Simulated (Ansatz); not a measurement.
**BS (doublet): PBE0, B3LYP over a scan of the distance B1–S2, 6-31G**

How well do these functionals follow the top wave-function level for BS (doublet) over a scan of the distance B1–S2?

Program: Ansatz 0.2.0, Gaussian basis. Level of theory: 6-31G, all electrons in the functionals. These are calculated values, not measurements.

The runs, in order: PBE0, B3LYP, at 1.261 Å; 1.413 Å; 1.608 Å; 1.780 Å; 1.980 Å; 2.196 Å; 2.568 Å; 2.909 Å; 3.515 Å; 4.270 Å; 5.451 Å.

25 further runs of the same task are left out: 2 for a known fault of the program, 14 that didn't finish, 9 set aside as unsound or not needed.

## 1. The system

The geometry derives from a PBE0/def2-TZVP stationary point (not a proven minimum). One bond is set to the value named and the two fragments are kept rigid.

2 atoms, charge 0, spin multiplicity 2.

Atoms are counted from 1 here; the program's logs count them from 0.

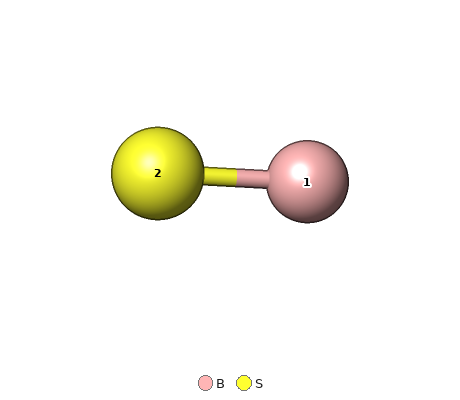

The geometry (boron pink, sulfur yellow); atoms are numbered from 1 in the order of the file.

No dispersion term is added. B3LYP takes the VWN-RPA correlation.

The geometry shown and the zero of energy belong to the point 1.608 Å. The yardstick, FCI, and other wave-function levels (R restricted, U unrestricted, valence and pair active spaces) come from earlier runs.

## 2. PBE0, 1.261 Å

File in.yaml:

```yaml
crystal:
  periodic: [false, false, false]
  atoms:
    - {symbol: B, position_ang: [0.000000, 0.000000, 0.000000]}
    - {symbol: S, position_ang: [0.000000, 0.000000, 1.261000]}
basis:
  gaussian: {orbitals: 6-31G}
magnetization: {spin_polarized: true, initial_magnetization: 1}
hamiltonian: {xc: {name: PBE0}}
output: {orbitals: {seedname: orbitals}}
```

The run is started by

```bash
$ ansatz run in.yaml --threads 1 --pin off --events-out ev --progress --plain --max-ram 2393MiB
```

The log of the run:

```text
Functional definition: PBE0
  name "PBE0"
  cite "Adamo & Barone, J. Chem. Phys. 110, 6158 (1999) doi:10.1063/1.478522"
  cite "Perdew, Burke & Ernzerhof, Phys. Rev. Lett. 77, 3865 (1996) doi:10.1103/PhysRevLett.77.3865"
  parent pbe
  parameter a = 0.25
  parameter kappa = 0.804
  parameter beta = 0.06672455060314922
  exchange = (1 - a)*pbe_x(kappa = kappa, mu = beta*pi^2/3) + a*exact_x
  correlation = pbe_c(beta = beta)
266 factors; integrals over basis functions are off by at most 6.9e-5 eV
mean field evaluation 1: about -11496.8783 eV, gradient 7.3e0 eV
mean field evaluation 2: about -11497.2916 eV, gradient 3.3e0 eV
mean field evaluation 4: about -11497.3829 eV, gradient 6.9e-1 eV
mean field evaluation 8: about -11497.4751 eV, gradient 6.7e-3 eV
mean field -11497.47514406 eV, -422.5244182755 hartree, gradient 7.0e-5 eV, S^2 0.761282; 0 other end points of the search recorded, 0 dependent functions left out
reference -11497.47516170 eV, -422.5244189239 hartree; 11, 10 occupied and 11, 12 virtual orbitals, 266 factors
Total energy: -11497.47516170 eV, -422.5244189239 hartree
```

It took 0.42 s on 1 thread of Arm Neoverse V2, shared host.

From the report: ⟨S²⟩ of the determinant 0.761 (pure doublet: 0.75).

## 3. PBE0, 1.413 Å

File in.yaml:

```yaml
crystal:
  periodic: [false, false, false]
  atoms:
    - {symbol: B, position_ang: [0.000000, 0.000000, 0.000000]}
    - {symbol: S, position_ang: [0.000000, 0.000000, 1.413000]}
basis:
  gaussian: {orbitals: 6-31G}
magnetization: {spin_polarized: true, initial_magnetization: 1}
hamiltonian: {xc: {name: PBE0}}
output: {forces: true, orbitals: {seedname: orbitals}}
```

Same command.

The log of the run, cut to the lines that bear on the results:

```text
Functional definition: PBE0
  name "PBE0"
  cite "Adamo & Barone, J. Chem. Phys. 110, 6158 (1999) doi:10.1063/1.478522"
  cite "Perdew, Burke & Ernzerhof, Phys. Rev. Lett. 77, 3865 (1996) doi:10.1103/PhysRevLett.77.3865"
  parent pbe
[...]
266 factors; integrals over basis functions are off by at most 1.1e-4 eV
[...]
mean field -11501.81314677 eV, -422.6838369349 hartree, gradient 9.8e-6 eV, S^2 0.766476; 0 other end points of the search recorded, 0 dependent functions left out
[...]
reference -11501.81316524 eV, -422.6838376137 hartree; 11, 10 occupied and 11, 12 virtual orbitals, 266 factors
Total energy: -11501.81316524 eV, -422.6838376137 hartree
Atom 0 at     0.000000     0.000000     0.000000 Å, force    -0.000000     0.000000   -17.283931 eV/Å
Atom 1 at     0.000000     0.000000     1.413000 Å, force     0.000000    -0.000000    17.283931 eV/Å
Dipole moment:     0.000000     0.000000    -0.161774 e Å
```

Wall time 0.51 s (1 thread of Arm Neoverse V2, shared host).

From the report: ⟨S²⟩ of the determinant 0.766 (pure doublet: 0.75).

## 4. PBE0, 1.608 Å

File in.yaml:

```yaml
crystal:
  periodic: [false, false, false]
  atoms:
    - {symbol: B, position_ang: [0.000000, 0.000000, 0.000000]}
    - {symbol: S, position_ang: [0.000000, 0.000000, 1.607700]}
basis:
  gaussian: {orbitals: 6-31G}
magnetization: {spin_polarized: true, initial_magnetization: 1}
hamiltonian: {xc: {name: PBE0}}
output: {orbitals: {seedname: orbitals}}
```

Launched as before.

The log of the run:

```text
Functional definition: PBE0
  name "PBE0"
  cite "Adamo & Barone, J. Chem. Phys. 110, 6158 (1999) doi:10.1063/1.478522"
  cite "Perdew, Burke & Ernzerhof, Phys. Rev. Lett. 77, 3865 (1996) doi:10.1103/PhysRevLett.77.3865"
  parent pbe
  parameter a = 0.25
  parameter kappa = 0.804
  parameter beta = 0.06672455060314922
  exchange = (1 - a)*pbe_x(kappa = kappa, mu = beta*pi^2/3) + a*exact_x
  correlation = pbe_c(beta = beta)
266 factors; integrals over basis functions are off by at most 1.6e-4 eV
mean field evaluation 1: about -11502.4668 eV, gradient 1.1e1 eV
mean field evaluation 2: about -11498.6131 eV, gradient 2.8e1 eV
mean field evaluation 4: about -11503.4120 eV, gradient 4.8e-1 eV
mean field evaluation 8: about -11503.4638 eV, gradient 3.1e-2 eV
mean field evaluation 16: about -11503.4638 eV, gradient 3.9e-5 eV
mean field -11503.46383571 eV, -422.7444986344 hartree, gradient 3.9e-5 eV, S^2 0.774815; 0 other end points of the search recorded, 0 dependent functions left out
reference -11503.46385484 eV, -422.7444993375 hartree; 11, 10 occupied and 11, 12 virtual orbitals, 266 factors
Total energy: -11503.46385484 eV, -422.7444993375 hartree
```

Wall time 0.45 s (1 thread of Arm Neoverse V2, shared host).

From the report: ⟨S²⟩ of the determinant 0.775 (pure doublet: 0.75).

Orbitals, density, ELF and potential are computed afterwards from the orbital file.

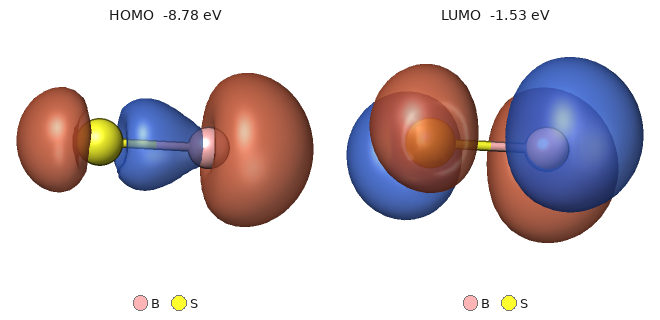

PBE0/6-31G orbitals (alpha spin) near the gap, drawn at the value that encloses 70 % of each; the two colours are the two signs.

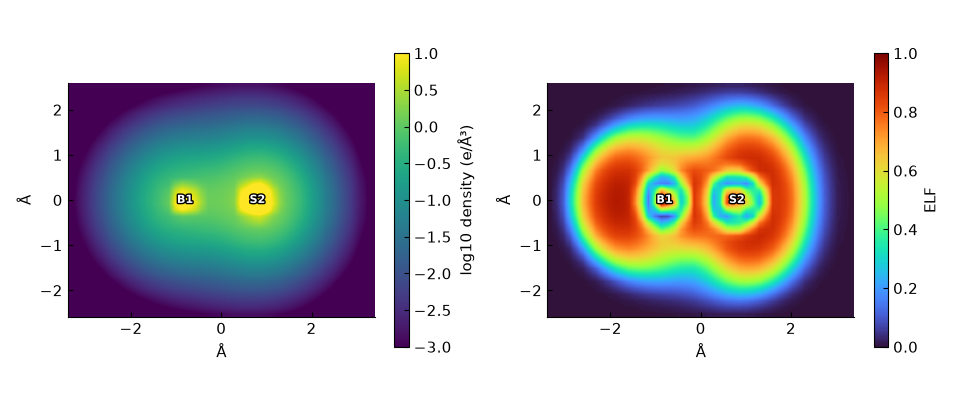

Density (left) and ELF (right) in a plane through or near 2 of the atoms.

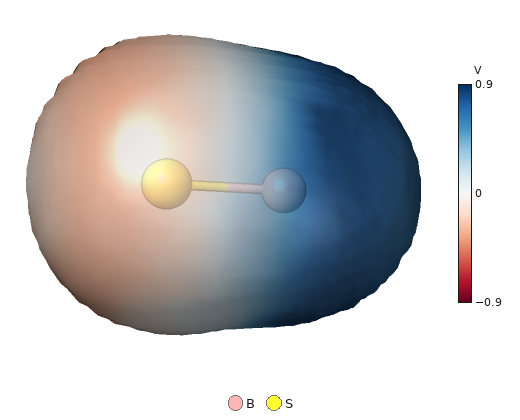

The potential that a unit positive charge feels on the 0.002 e/bohr³ surface, from -0.32 V near S2 to 0.90 V near B1.

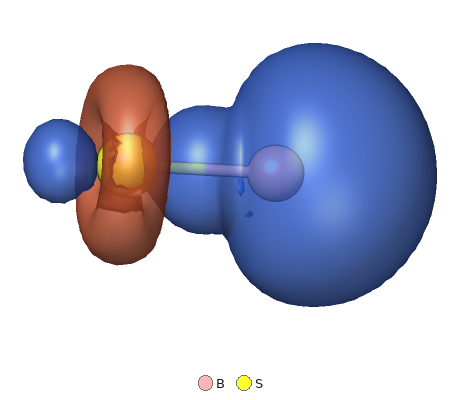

Spin density at ±0.02 e/Å³ (alpha excess blue, beta excess red).

## 5. PBE0, 1.780 Å

Edit in.yaml of step 4 so:

```diff
@@ -4,3 +4,3 @@
     - {symbol: B, position_ang: [0.000000, 0.000000, 0.000000]}
-    - {symbol: S, position_ang: [0.000000, 0.000000, 1.607700]}
+    - {symbol: S, position_ang: [0.000000, 0.000000, 1.780000]}
 basis:
```

Launched as before.

The log of the run:

```text
Functional definition: PBE0
  name "PBE0"
  cite "Adamo & Barone, J. Chem. Phys. 110, 6158 (1999) doi:10.1063/1.478522"
  cite "Perdew, Burke & Ernzerhof, Phys. Rev. Lett. 77, 3865 (1996) doi:10.1103/PhysRevLett.77.3865"
  parent pbe
  parameter a = 0.25
  parameter kappa = 0.804
  parameter beta = 0.06672455060314922
  exchange = (1 - a)*pbe_x(kappa = kappa, mu = beta*pi^2/3) + a*exact_x
  correlation = pbe_c(beta = beta)
266 factors; integrals over basis functions are off by at most 1.6e-4 eV
mean field evaluation 1: about -11501.4653 eV, gradient 1.4e1 eV
mean field evaluation 2: about -11484.3574 eV, gradient 5.5e1 eV
mean field evaluation 4: about -11503.2008 eV, gradient 5.9e-1 eV
mean field evaluation 8: about -11503.2426 eV, gradient 1.1e-1 eV
mean field evaluation 16: about -11503.2430 eV, gradient 3.1e-6 eV
mean field -11503.24296016 eV, -422.7363816078 hartree, gradient 3.1e-6 eV, S^2 0.781686; 0 other end points of the search recorded, 0 dependent functions left out
reference -11503.24297961 eV, -422.7363823225 hartree; 11, 10 occupied and 11, 12 virtual orbitals, 266 factors
Total energy: -11503.24297961 eV, -422.7363823225 hartree
```

Wall time 0.45 s (1 thread of Arm Neoverse V2, shared host).

From the report: ⟨S²⟩ of the determinant 0.782 (pure doublet: 0.75).

From 1.608 Å: +21.3 kJ/mol.

## 6. PBE0, 1.980 Å

Edit in.yaml of step 5 so:

```diff
@@ -4,3 +4,3 @@
     - {symbol: B, position_ang: [0.000000, 0.000000, 0.000000]}
-    - {symbol: S, position_ang: [0.000000, 0.000000, 1.780000]}
+    - {symbol: S, position_ang: [0.000000, 0.000000, 1.980000]}
 basis:
```

Same command.

The log of the run:

```text
Functional definition: PBE0
  name "PBE0"
  cite "Adamo & Barone, J. Chem. Phys. 110, 6158 (1999) doi:10.1063/1.478522"
  cite "Perdew, Burke & Ernzerhof, Phys. Rev. Lett. 77, 3865 (1996) doi:10.1103/PhysRevLett.77.3865"
  parent pbe
  parameter a = 0.25
  parameter kappa = 0.804
  parameter beta = 0.06672455060314922
  exchange = (1 - a)*pbe_x(kappa = kappa, mu = beta*pi^2/3) + a*exact_x
  correlation = pbe_c(beta = beta)
266 factors; integrals over basis functions are off by at most 1.6e-4 eV
mean field evaluation 1: about -11499.4167 eV, gradient 1.8e1 eV
mean field evaluation 2: about -11448.4418 eV, gradient 8.6e1 eV
mean field evaluation 4: about -11502.2218 eV, gradient 1.9e0 eV
mean field evaluation 8: about -11502.2745 eV, gradient 1.9e-1 eV
mean field evaluation 16: about -11502.2774 eV, gradient 3.7e-5 eV
mean field -11502.27737101 eV, -422.7008968611 hartree, gradient 3.9e-6 eV, S^2 0.780682; 3 other end points of the search recorded, 0 dependent functions left out
reference -11502.27739053 eV, -422.7008975784 hartree; 11, 10 occupied and 11, 12 virtual orbitals, 266 factors
Total energy: -11502.27739053 eV, -422.7008975784 hartree
```

Run time: 0.54 s. Hardware: 1 thread of Arm Neoverse V2, shared host.

From the report: ⟨S²⟩ of the determinant 0.781 (pure doublet: 0.75).

From 1.608 Å: +114.5 kJ/mol.

## 7. PBE0, 2.196 Å

File in.yaml:

```yaml
crystal:
  periodic: [false, false, false]
  atoms:
    - {symbol: B, position_ang: [0.000000, 0.000000, 0.000000]}
    - {symbol: S, position_ang: [0.000000, 0.000000, 2.196000]}
basis:
  gaussian: {orbitals: 6-31G}
magnetization: {spin_polarized: true, initial_magnetization: 1}
hamiltonian: {xc: {name: PBE0}}
output: {forces: true, orbitals: {seedname: orbitals}}
```

Same command.

The log of the run, cut to the lines that bear on the results:

```text
Functional definition: PBE0
  name "PBE0"
  cite "Adamo & Barone, J. Chem. Phys. 110, 6158 (1999) doi:10.1063/1.478522"
  cite "Perdew, Burke & Ernzerhof, Phys. Rev. Lett. 77, 3865 (1996) doi:10.1103/PhysRevLett.77.3865"
  parent pbe
[...]
266 factors; integrals over basis functions are off by at most 2.0e-4 eV
[...]
mean field -11501.18174915 eV, -422.6606335003 hartree, gradient 2.2e-6 eV, S^2 0.833540; 8 other end points of the search recorded, 0 dependent functions left out
[...]
reference -11501.18176853 eV, -422.6606342125 hartree; 11, 10 occupied and 11, 12 virtual orbitals, 266 factors
Total energy: -11501.18176853 eV, -422.6606342125 hartree
Atom 0 at     0.000000     0.000000     0.000000 Å, force     0.000000    -0.000000     2.503825 eV/Å
Atom 1 at     0.000000     0.000000     2.196000 Å, force    -0.000000     0.000000    -2.503825 eV/Å
Dipole moment:     0.034320    -0.064873    -0.249363 e Å
```

Wall time 1.5 s (1 thread of Arm Neoverse V2, shared host).

From the report: ⟨S²⟩ of the determinant 0.834 (pure doublet: 0.75).

From 1.608 Å: +220.2 kJ/mol.

## 8. PBE0, 2.568 Å

File in.yaml:

```yaml
crystal:
  periodic: [false, false, false]
  atoms:
    - {symbol: B, position_ang: [0.000000, 0.000000, 0.000000]}
    - {symbol: S, position_ang: [0.000000, 0.000000, 2.568000]}
basis:
  gaussian: {orbitals: 6-31G}
magnetization: {spin_polarized: true, initial_magnetization: 1}
hamiltonian: {xc: {name: PBE0}}
output: {orbitals: {seedname: orbitals}}
```

Same command.

The log of the run, cut to the lines that bear on the results:

```text
Functional definition: PBE0
  name "PBE0"
  cite "Adamo & Barone, J. Chem. Phys. 110, 6158 (1999) doi:10.1063/1.478522"
  cite "Perdew, Burke & Ernzerhof, Phys. Rev. Lett. 77, 3865 (1996) doi:10.1103/PhysRevLett.77.3865"
  parent pbe
[...]
266 factors; integrals over basis functions are off by at most 1.6e-4 eV
[...]
mean field -11500.30531188 eV, -422.6284250245 hartree, gradient 1.1e-5 eV, S^2 0.772594; 7 other end points of the search recorded, 0 dependent functions left out
reference -11500.30533128 eV, -422.6284257374 hartree; 11, 10 occupied and 11, 12 virtual orbitals, 266 factors
Total energy: -11500.30533128 eV, -422.6284257374 hartree
```

Wall time 1.8 s (1 thread of Arm Neoverse V2, shared host).

From the report: ⟨S²⟩ of the determinant 0.773 (pure doublet: 0.75).

From 1.608 Å: +304.8 kJ/mol.

## 9. PBE0, 2.909 Å

File in.yaml:

```yaml
crystal:
  periodic: [false, false, false]
  atoms:
    - {symbol: B, position_ang: [0.000000, 0.000000, 0.000000]}
    - {symbol: S, position_ang: [0.000000, 0.000000, 2.909000]}
basis:
  gaussian: {orbitals: 6-31G}
magnetization: {spin_polarized: true, initial_magnetization: 1}
hamiltonian: {xc: {name: PBE0}}
output: {forces: true, orbitals: {seedname: orbitals}}
```

Launched as before.

The log of the run, cut to the lines that bear on the results:

```text
Functional definition: PBE0
  name "PBE0"
  cite "Adamo & Barone, J. Chem. Phys. 110, 6158 (1999) doi:10.1063/1.478522"
  cite "Perdew, Burke & Ernzerhof, Phys. Rev. Lett. 77, 3865 (1996) doi:10.1103/PhysRevLett.77.3865"
  parent pbe
[...]
266 factors; integrals over basis functions are off by at most 2.2e-4 eV
[...]
mean field -11499.51863902 eV, -422.5995153301 hartree, gradient 6.2e-6 eV, S^2 0.909153; 10 other end points of the search recorded, 0 dependent functions left out
[...]
reference -11499.51865896 eV, -422.5995160631 hartree; 11, 10 occupied and 11, 12 virtual orbitals, 266 factors
Total energy: -11499.51865896 eV, -422.5995160631 hartree
Atom 0 at     0.000000     0.000000     0.000000 Å, force    -0.000000     0.000000     2.028019 eV/Å
Atom 1 at     0.000000     0.000000     2.909000 Å, force    -0.000000    -0.000000    -2.028019 eV/Å
Dipole moment:     0.000000     0.000000    -0.757846 e Å
```

Wall time 2.9 s (1 thread of Arm Neoverse V2, shared host).

From the report: ⟨S²⟩ of the determinant 0.909 (pure doublet: 0.75).

From 1.608 Å: +380.7 kJ/mol.

## 10. PBE0, 3.515 Å

Edit in.yaml of step 9 so:

```diff
@@ -4,3 +4,3 @@
     - {symbol: B, position_ang: [0.000000, 0.000000, 0.000000]}
-    - {symbol: S, position_ang: [0.000000, 0.000000, 2.909000]}
+    - {symbol: S, position_ang: [0.000000, 0.000000, 3.515000]}
 basis:
```

Launched as before.

The log of the run, cut to the lines that bear on the results:

```text
Functional definition: PBE0
  name "PBE0"
  cite "Adamo & Barone, J. Chem. Phys. 110, 6158 (1999) doi:10.1063/1.478522"
  cite "Perdew, Burke & Ernzerhof, Phys. Rev. Lett. 77, 3865 (1996) doi:10.1103/PhysRevLett.77.3865"
  parent pbe
[...]
266 factors; integrals over basis functions are off by at most 2.5e-4 eV
[...]
mean field -11498.72537271 eV, -422.5703633310 hartree, gradient 2.2e-6 eV, S^2 1.397943; 9 other end points of the search recorded, 0 dependent functions left out
[...]
reference -11498.72539336 eV, -422.5703640902 hartree; 11, 10 occupied and 11, 12 virtual orbitals, 266 factors
Total energy: -11498.72539336 eV, -422.5703640902 hartree
Atom 0 at     0.000000     0.000000     0.000000 Å, force     0.000000    -0.000000     0.765566 eV/Å
Atom 1 at     0.000000     0.000000     3.515000 Å, force    -0.000000     0.000000    -0.765566 eV/Å
Dipole moment:     0.000000     0.000000    -0.716896 e Å
```

Run time: 2.8 s. Hardware: 1 thread of Arm Neoverse V2, shared host.

From the report: ⟨S²⟩ of the determinant 1.398 (pure doublet: 0.75). The determinant is far from a pure spin state, so its energy mixes those of several spin states (harmless only where they are near-degenerate, as at dissociation).

From 1.608 Å: +457.2 kJ/mol.

## 11. PBE0, 4.270 Å

Edit in.yaml of step 10 so:

```diff
@@ -4,3 +4,3 @@
     - {symbol: B, position_ang: [0.000000, 0.000000, 0.000000]}
-    - {symbol: S, position_ang: [0.000000, 0.000000, 3.515000]}
+    - {symbol: S, position_ang: [0.000000, 0.000000, 4.270000]}
 basis:
```

Launched as before.

The log of the run, cut to the lines that bear on the results:

```text
Functional definition: PBE0
  name "PBE0"
  cite "Adamo & Barone, J. Chem. Phys. 110, 6158 (1999) doi:10.1063/1.478522"
  cite "Perdew, Burke & Ernzerhof, Phys. Rev. Lett. 77, 3865 (1996) doi:10.1103/PhysRevLett.77.3865"
  parent pbe
[...]
266 factors; integrals over basis functions are off by at most 4.1e-4 eV
[...]
mean field -11498.37392719 eV, -422.5574479465 hartree, gradient 2.9e-6 eV, S^2 1.606466; 9 other end points of the search recorded, 0 dependent functions left out
[...]
reference -11498.37394937 eV, -422.5574487617 hartree; 11, 10 occupied and 11, 12 virtual orbitals, 266 factors
Total energy: -11498.37394937 eV, -422.5574487617 hartree
Atom 0 at     0.000000     0.000000     0.000000 Å, force     0.000000    -0.000000     0.263292 eV/Å
Atom 1 at     0.000000     0.000000     4.270000 Å, force    -0.000000    -0.000000    -0.263292 eV/Å
Dipole moment:     0.000000    -0.000000    -0.500963 e Å
```

Wall time 1.8 s (1 thread of Arm Neoverse V2, shared host).

From the report: ⟨S²⟩ of the determinant 1.606 (pure doublet: 0.75). The determinant is far from a pure spin state, so its energy mixes those of several spin states (harmless only where they are near-degenerate, as at dissociation).

From 1.608 Å: +491.1 kJ/mol.

## 12. PBE0, 5.451 Å

File in.yaml:

```yaml
crystal:
  periodic: [false, false, false]
  atoms:
    - {symbol: B, position_ang: [0.000000, 0.000000, 0.000000]}
    - {symbol: S, position_ang: [0.000000, 0.000000, 5.451000]}
basis:
  gaussian: {orbitals: 6-31G}
magnetization: {spin_polarized: true, initial_magnetization: 1}
hamiltonian: {xc: {name: PBE0}}
output: {orbitals: {seedname: orbitals}}
```

Same command.

The log of the run, cut to the lines that bear on the results:

```text
Functional definition: PBE0
  name "PBE0"
  cite "Adamo & Barone, J. Chem. Phys. 110, 6158 (1999) doi:10.1063/1.478522"
  cite "Perdew, Burke & Ernzerhof, Phys. Rev. Lett. 77, 3865 (1996) doi:10.1103/PhysRevLett.77.3865"
  parent pbe
[...]
266 factors; integrals over basis functions are off by at most 2.1e-4 eV
[...]
mean field -11498.22356811 eV, -422.5519223523 hartree, gradient 3.2e-6 eV, S^2 1.709504; 9 other end points of the search recorded, 0 dependent functions left out
reference -11498.22359346 eV, -422.5519232837 hartree; 11, 10 occupied and 11, 12 virtual orbitals, 266 factors
Total energy: -11498.22359346 eV, -422.5519232837 hartree
```

Run time: 2.2 s. Hardware: 1 thread of Arm Neoverse V2, shared host.

From the report: ⟨S²⟩ of the determinant 1.710 (pure doublet: 0.75). The determinant is far from a pure spin state, so its energy mixes those of several spin states (harmless only where they are near-degenerate, as at dissociation).

From 1.608 Å: +505.6 kJ/mol.

The fields below are evaluated on a grid from the run's orbitals.

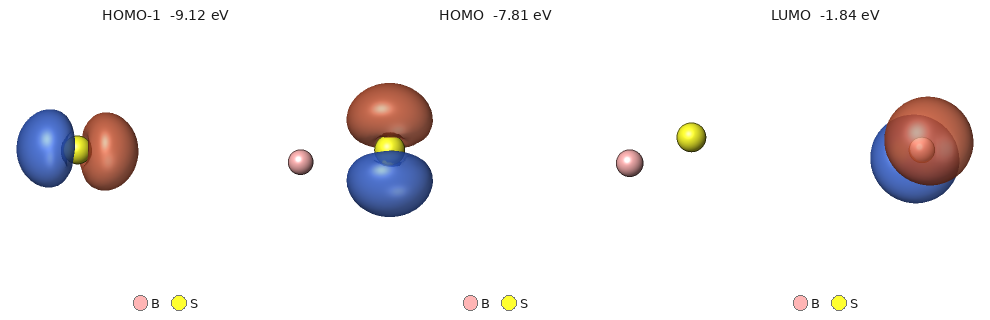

PBE0/6-31G orbitals (alpha spin) near the gap, drawn at the value that encloses 70 % of each; the two colours are the two signs.

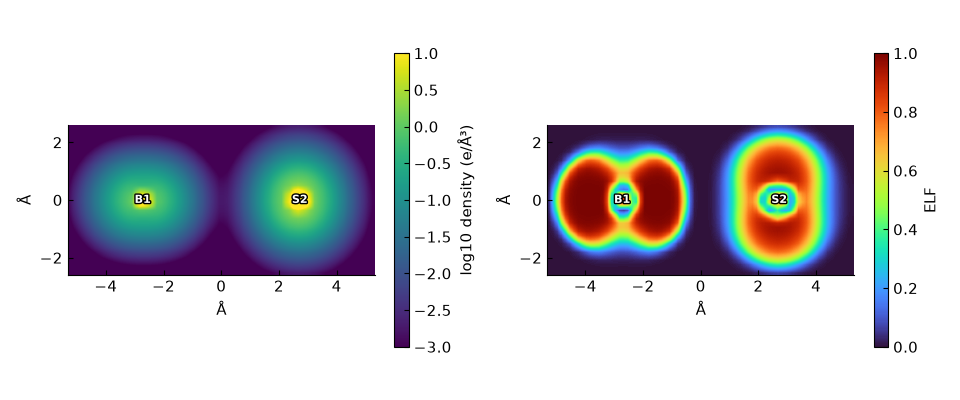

Density (left) and ELF (right) in a plane through or near 2 of the atoms.

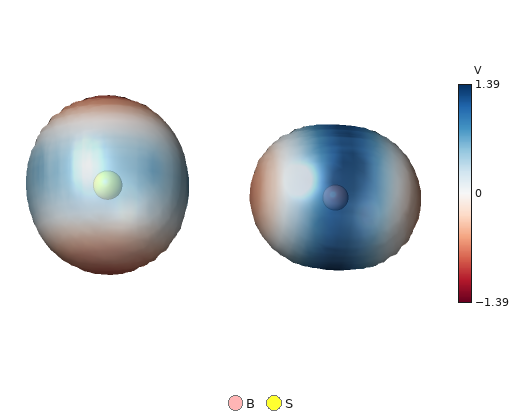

The potential that a unit positive charge feels on the 0.002 e/bohr³ surface, from -0.86 V near S2 to 1.39 V near B1.

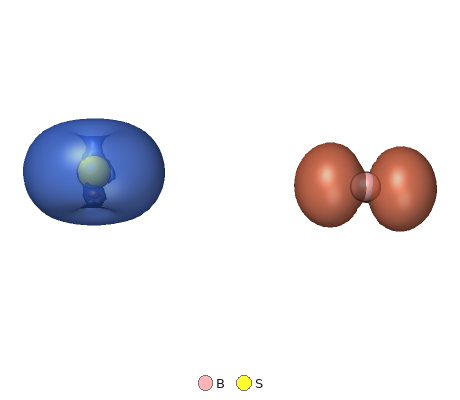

Spin density at ±0.06 e/Å³ (alpha excess blue, beta excess red).

## 13. B3LYP, 1.261 Å

File in.yaml:

```yaml
crystal:
  periodic: [false, false, false]
  atoms:
    - {symbol: B, position_ang: [0.000000, 0.000000, 0.000000]}
    - {symbol: S, position_ang: [0.000000, 0.000000, 1.261000]}
basis:
  gaussian: {orbitals: 6-31G}
magnetization: {spin_polarized: true, initial_magnetization: 1}
hamiltonian: {xc: {name: B3LYP}}
```

Same command.

The log of the run, cut to the lines that bear on the results:

```text
Functional definition: B3LYP
  name "B3LYP"
  cite "Stephens, Devlin, Chabalowski & Frisch, J. Phys. Chem. 98, 11623 (1994) doi:10.1021/j100096a001"
  cite "Becke, Phys. Rev. A 38, 3098 (1988) doi:10.1103/PhysRevA.38.3098"
  cite "Lee, Yang & Parr, Phys. Rev. B 37, 785 (1988) doi:10.1103/PhysRevB.37.785"
  cite "Vosko, Wilk & Nusair, Can. J. Phys. 58, 1200 (1980) doi:10.1139/p80-159"
[...]
266 factors; integrals over basis functions are off by at most 6.9e-5 eV
[...]
mean field -11502.75437024 eV, -422.7184262593 hartree, gradient 3.3e-5 eV, S^2 0.757049; 0 other end points of the search recorded, 0 dependent functions left out
reference -11502.75454140 eV, -422.7184325493 hartree; 11, 10 occupied and 11, 12 virtual orbitals, 266 factors
Total energy: -11502.75454140 eV, -422.7184325493 hartree
```

Run time: 0.45 s. Hardware: 1 thread of Arm Neoverse V2, shared host.

From the report: ⟨S²⟩ of the determinant 0.757 (pure doublet: 0.75).

(Part 1 of 2 ends here.)
